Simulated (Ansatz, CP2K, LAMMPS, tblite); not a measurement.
**tblite on Li+ BF4- in ethylene carbonate and trimethyl phosphate at 350 K (137 atoms): settings against a plane-wave reference**

Wanted: tblite inputs and outputs for Li+ BF4- in ethylene carbonate and trimethyl phosphate at 350 K (137 atoms), checked against a plane-wave reference.

Calculated with tblite 0.8.0; the method is named at each step.

## 1. Starting point

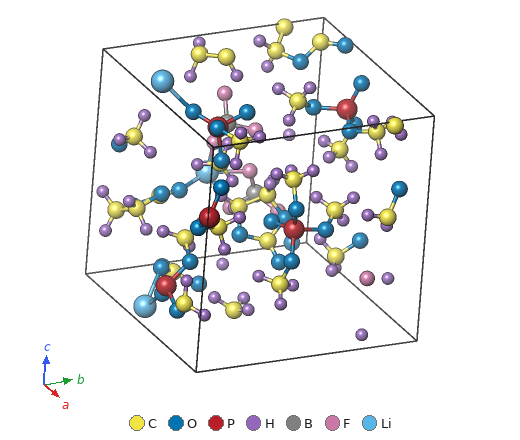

Start, viewed slightly off an axis; carbon yellow, oxygen blue, phosphorus red, hydrogen purple, boron grey, fluorine pink, lithium blue. Bonds to atoms that aren't drawn are left out. Some periodic images of atoms are drawn too.

The cell holds 137 atoms: 27 C, 32 O, 5 P, 61 H, 2 B, 8 F and 2 Li. Cell: a = 11.660 Å, b = 11.660 Å, c = 11.660 Å, α = 90.0°, β = 90.0°, γ = 90.0°. 4 ethylene carbonate, 5 trimethyl phosphate, 2 Li+, 2 BF4- placed at random, at 1.3 g/cm³; overlaps pushed apart, then 10 ps at 550 K with stiff harmonic cages for PF6 and BF4 with UFF radii; Joung-Cheatham ions (J. Phys. Chem. B 112, 9020 (2008)); MMFF94 bonds, angles, torsions, charges and radii (Halgren, J. Comput. Chem. 17, 490 (1996)) in harmonic and 12-6 forms; charges of ions scaled by 0.8. Snapshot after 30 ps at 350 K and fixed volume.

The yardstick, on the same geometry:

```
method                                           : Kohn-Sham DFT, PBE, PAW, plane waves (Ansatz 0.2.0); cutoff 420 eV, Γ point, fermi-dirac smearing of 0.05 eV; PAW set soft_2
r.m.s. force component                           : 1.052 eV/Å
longest force                                    : 4.472 eV/Å
pressure                                         : 2.464 GPa
gap (highest filled to lowest empty level) : 5.131 eV
SCF cycles                                       : 11
time                                             : 32 s on 4 threads of Arm Neoverse V1, shared host
CPU time                                         : 1.8 min
```

## 2. GFN1-xTB

Method: GFN1-xTB tight binding, diagonalisation.

The input, run.py:

```python
import numpy as np
from ase.io import read
from tblite.ase import TBLite

atoms = read("structure.xyz")
atoms.calc = TBLite(method="GFN1-xTB", electronic_temperature=580, accuracy=1.0, max_iterations=250, mixer_damping=0.4, verbosity=1)
energy = atoms.get_potential_energy()
forces = atoms.get_forces()
print(f"energy {energy:.6f} eV")
print("forces (eV/A)")
for i, (a, f) in enumerate(zip(atoms, forces)):
    print(f"{i:4d} {a.symbol:2s} {f[0]:10.5f} {f[1]:10.5f} {f[2]:10.5f}")
stress = -atoms.get_stress(voigt=False) * 160.21766
print("stress (GPa, compression positive)")
for row in stress:
    print(" ".join(f"{x:10.4f}" for x in row))
print("charges (e)")
print(np.array2string(atoms.get_charges(), precision=4, suppress_small=True, max_line_width=110, threshold=100000))
```

The input, structure.xyz:

```xyz
137
Lattice="11.66004 0.00000 0.00000 0.00000 11.66004 0.00000 0.00000 0.00000 11.66004" Properties=species:S:1:pos:R:3 pbc="T T T"
C 9.35986 1.84019 6.28056
O 9.82627 0.50803 6.61975
P 11.04217 0.41008 7.69842
O 10.80827 1.04626 9.06043
O 11.06841 10.41883 7.78914
C 11.34405 9.76365 6.53860
O 0.66264 0.90412 6.89610
C 1.83646 1.02259 7.78494
H 8.26021 1.85430 6.35041
H 9.76132 2.70804 6.81926
H 9.66652 2.08505 5.21565
H 0.74589 9.89576 6.15440
H 11.26990 8.72871 6.76352
H 10.64538 10.12185 5.75493
H 2.20725 0.06285 7.92276
H 2.71131 1.48922 7.28613
H 1.56046 1.64162 8.66924
C 9.44032 0.28695 2.54632
O 8.32947 0.54441 1.67776
P 6.82847 0.65926 2.28444
O 5.68159 1.10456 1.31327
O 6.59888 10.94889 3.08828
C 6.26844 9.89098 2.27009
O 7.03474 1.72534 3.47213
C 5.79259 2.03689 4.10935
H 10.33919 0.92767 2.26123
H 9.13914 0.48378 3.57613
H 9.72296 10.90249 2.49723
H 5.74817 10.19880 1.41086
H 7.11297 9.29072 1.99433
H 5.61128 9.34214 2.97541
H 5.21204 2.60229 3.35541
H 5.35930 1.06165 4.40271
H 6.12070 2.69114 4.95272
C 8.83201 5.92773 7.93885
O 9.66349 5.75994 6.77087
P 8.93369 6.11348 5.37190
O 7.53927 5.63390 5.23011
O 9.10742 7.70974 5.20493
C 8.16529 8.63566 5.66969
O 10.01551 5.53211 4.26594
C 9.56520 5.25028 2.92376
H 9.48451 6.60168 8.58156
H 7.83228 6.31170 7.89665
H 8.92693 4.96694 8.39698
H 7.81654 9.30005 4.90701
H 7.27237 8.06735 6.02952
H 8.61339 9.32943 6.41605
H 9.15861 6.15545 2.56369
H 10.47818 4.88276 2.34227
H 8.67740 4.56059 3.04817
C 5.08576 7.87018 10.08663
O 4.59849 8.98733 9.39426
P 5.46156 10.31972 9.48369
O 5.51182 10.96020 10.76012
O 6.92408 9.77718 9.06615
[... 77 atom lines left out ...]
F 2.27814 7.23867 7.44295
F 0.99274 5.78000 6.46363
Li 0.34747 5.88575 4.61283
Li 4.15984 1.05745 11.65747
```

Command:

```sh
OMP_NUM_THREADS=1 python run.py > output.txt
```

What it wrote:

```text
------------------------------------------------------------
  cycle        total energy    energy error   density error
------------------------------------------------------------
      1     -290.3253021246  -2.9205304E+02   6.7675502E-01
      2     -289.4680608119   8.5724131E-01   5.3576214E-01
      3     -281.1168738174   8.3511870E+00   4.2348689E-01
      4     -298.9249308910  -1.7808057E+01   1.2041747E-01
      5     -299.6433018153  -7.1837092E-01   3.0896531E-02
      6     -299.5857501135   5.7551702E-02   3.3953834E-02
      7     -299.6957232772  -1.0997316E-01   1.7794373E-02
      8     -299.7204409786  -2.4717701E-02   6.8482578E-03
      9     -299.7245641218  -4.1231432E-03   1.6597504E-03
     10     -299.7245875910  -2.3469189E-05   1.1287614E-03
     11     -299.7247112188  -1.2362785E-04   4.5441730E-04
     12     -299.7247330876  -2.1868807E-05   1.2922522E-04
     13     -299.7247348269  -1.7392505E-06   2.3804708E-05
     14     -299.7247347970   2.9895546E-08   2.2682245E-05
     15     -299.7247348517  -5.4739132E-08   7.1022413E-06
------------------------------------------------------------
 total:                                   4.880 sec
energy -8155.925461 eV
forces (eV/A)
   0 C    -0.30954    0.39992   -1.84057
   1 O     0.71628    2.05942    0.72919
   2 P    -2.08971   -0.90597    2.26960
   3 O     0.59048   -1.29961   -2.76331
   4 O     0.80391    1.84050   -0.40364
   5 C     1.00814    0.30250   -0.81151
   6 O     1.00511    0.30975    0.97575
   7 C     0.01352    2.17480   -0.93385
   8 H     0.36370   -0.08018    0.00192
   9 H     0.12326   -0.67963    0.60393
  10 H    -0.45032   -0.60701    0.85421
  11 H    -1.08754    0.29624    0.67138
  12 H    -0.41746   -1.13760   -0.10704
  13 H     0.40786   -0.49063    0.42612
  14 H     0.21945   -1.88669    1.16534
  15 H    -0.93582    0.43035   -0.26211
  16 H     0.29835   -0.78506   -0.45540
  17 C     0.94988    0.59267   -0.02624
  18 O    -0.93006    0.34257   -0.04676
  19 P    -1.24105    2.09875   -2.12603
  20 O     3.74043   -1.75802    2.57903
  21 O     0.79686    2.59602    0.08680
  22 C    -1.31018   -2.60585    1.56518
  23 O    -0.03204   -0.67525   -0.74548
[...]
129 F    -0.74055    0.09129    0.39377
 130 B     0.76999    0.56670    0.73911
 131 F     0.08591   -0.57238   -0.62348
 132 F    -0.41036   -0.55716    0.20373
 133 F     0.50501    1.23844   -0.01763
 134 F    -0.88683   -0.74976   -0.17826
 135 Li    0.11955    0.25950    0.23792
 136 Li    0.36199    0.03007    0.10644
stress (GPa, compression positive)
   -0.7167     0.0195     0.4389
    0.0195     0.5446     0.3147
    0.4389     0.3147     0.1775
charges (e)
[ 0.1725 -0.3457  0.5251 -0.4333 -0.3634  0.1732 -0.3444  0.1642  0.0469  0.0564  0.039   0.0384  0.0735
  0.045   0.0607  0.0461  0.0713  0.1717 -0.327   0.5292 -0.3864 -0.3387  0.1633 -0.3433  0.1669  0.046
  0.0476  0.049   0.0626  0.0394  0.0492  0.0671  0.0355  0.0452  0.1698 -0.3189  0.53   -0.4262 -0.3205
  0.173  -0.3209  0.1689  0.043   0.0481  0.0471  0.0428  0.0364  0.035   0.06    0.0475  0.0525  0.1832
 -0.3216  0.5331 -0.3565 -0.3719  0.1637 -0.3393  0.1614  0.0343  0.0421  0.0325  0.0481  0.0737  0.0341
  0.0556  0.0276  0.0538  0.1714 -0.359   0.533  -0.384  -0.3009  0.1691 -0.3424  0.1771  0.0395  0.0536
  0.0371  0.0189  0.0557  0.0503  0.0341  0.0684  0.0326 -0.4491  0.7504 -0.3965  0.1716  0.1732 -0.3624
  0.0492  0.0614  0.0778  0.0451 -0.5197  0.7518 -0.4042  0.1768  0.1769 -0.3917  0.0594  0.0658  0.0488
  0.0706 -0.4944  0.7544 -0.382   0.1734  0.1753 -0.3906  0.0738  0.0553  0.0664  0.0545 -0.4468  0.7524
 -0.402   0.181   0.161  -0.4035  0.08    0.064   0.066   0.0496  0.741  -0.3575 -0.387  -0.3847 -0.4053
  0.7421 -0.4244 -0.4141 -0.3937 -0.3244  0.4822  0.5033]
```

Wall time 6.3 s (1 thread of Arm Neoverse V1, shared host); peak memory 0.17 GiB.

Banners, paths, timers and routine set-up lines are dropped from the logs unmarked, and long logs keep their key lines alone; longer cuts are marked.

Numbers from this run, and their distance from the reference:

```yaml
r_m_s_force_component: 1.027 eV/Å
r_m_s_difference_of_force_components: 321.9 meV/Å
longest_difference_of_force_vectors: 1279 meV/Å
force_difference_over_r_m_s_force: 30.61 %
slope_of_forces_against_the_reference_s: 0.9302
correlation_of_force_components: 0.9523
pressure: 0.0018 GPa
pressure_difference: -2.462 GPa
```

Length of the force difference by element (eV/Å):

```
element  atoms  mean  most
      B      2  0.43  0.62
      C     27  0.55   1.0
      F      8  0.64  0.97
      H     61  0.15  0.32
     Li      2  0.37  0.54
      O     32  0.83   1.3
      P      5  0.74   1.1
```

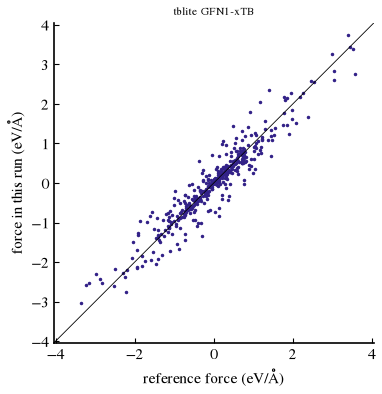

Force components against those of the reference; the line marks equality.

A closer look about B131, one of the 2 B atoms: 12 atoms, nearest first, numbered in the order of the input, with positions taken from that point.

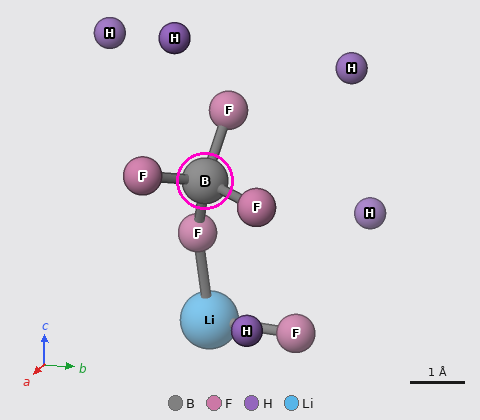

The atoms of the table, within 3.5 Å (arrows a, b, c point along x, y, z); some may hide others; the central atom is ringed.

```
 atom      x      y      z  distance (Å)  bonds  Mulliken charge (e)     Fx     Fy  Fz (eV/Å)
 B131   0.00   0.00   0.00          0.00      4                 0.74   0.77   0.57       0.74
 F134   0.66   1.18  -0.22          1.37      1                -0.39   0.51   1.24      -0.02
 F135  -0.62  -0.28  -1.20          1.38      2                -0.32  -0.89  -0.75      -0.18
 F133   1.02  -0.94   0.27          1.41      1                -0.41  -0.41  -0.56       0.20
 F132  -0.83   0.20   1.16          1.44      1                -0.42   0.09  -0.57      -0.62
 H114  -0.30  -1.99   2.58          3.27      1                 0.07   0.10   0.49       1.35
Li136  -1.27  -0.17  -3.05          3.31      5                 0.48   0.12   0.26       0.24
 H112   1.23  -0.34   3.06          3.31      1                 0.07   0.74   0.61      -1.28
 F127  -0.52   1.69  -2.93          3.42      2                -0.36   1.20   0.25       2.76
  H94  -1.05   2.49   2.15          3.45      1                 0.08  -0.66  -1.11      -2.38
 H105   2.27   1.48  -2.15          3.46      1                 0.07  -0.90   0.45       0.50
  H13  -2.00   2.67  -0.90          3.46      1                 0.07  -0.42  -1.14      -0.11
```

Atoms are counted from 1 here, from 0 in the log.

Forces lie 31 % from the reference's, at 0.053 times its CPU time (on 1 against 4 cores).

## 3. Outcome

- force difference from the reference: tblite GFN1-xTB, 31 %
- its CPU time: 5.6 s

**Reading.** Tight binding differs by 31 % (tblite GFN1-xTB); it is another model, with fitted parameters of its own, and the xTB methods hold dispersion. One electronic-structure run takes under half the reference's CPU time: tblite GFN1-xTB, at 31 % in 5.6 s against 1.8 min; its pressure misses by -2.5 GPa. Periodic xTB results under one method name differ between programs and library versions. The network of contacts between molecules at the start is that of the classical potential that made the cell, and needn't be the one that DFT or experiment would give. The reference's PBE has no dispersion term, which matters for the binding between molecules or layers. The density was typed from a rule of thumb and may lie off the real one at this temperature. The electronic-structure runs sample only Γ, in a cell whose shortest periodic width is 12 Å.

[Also dropped from logs without a mark: logging warnings of Python, and SIESTA's first energy breakdown and zero terms.]

[Logs are printed without paths, hosts, clocks, repeated set-up lines and the standing remarks that a program may print on its own settings, such as how far it seeks lower states.]

[Hosts, paths, dates, database ids (printed as entryN), source tags and the programs' standing remarks are cut or masked in the printed files.]

[The MMFF94 radii named for the starting cell were scaled by 0.96; in molecules described by MMFF94, hydrogen bound to N, O or S took a small fixed 12-6 site in their place.]
